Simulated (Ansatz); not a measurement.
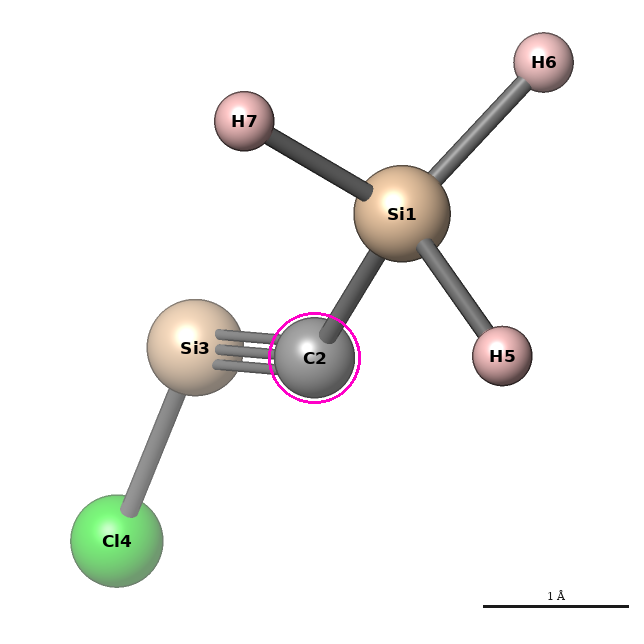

Orthographic view. Atoms fade into the background with distance from the viewer. The computed structure is the end point of a PBE0-D4/def2-TZVP optimisation. No frequency run is at hand to confirm it as a minimum.

> Name the neighbours of the circled atom.

The circled atom is C2; it is bonded to Si1, Si3.

> Of C2 and Si3, which is nearer the viewer?

C2; the bond to Si3 points away from the viewer, so it looks shorter than its 1.65 Å.

> Which atom is farthest from the viewer?

Cl4, 3.2 Å behind the mean position.
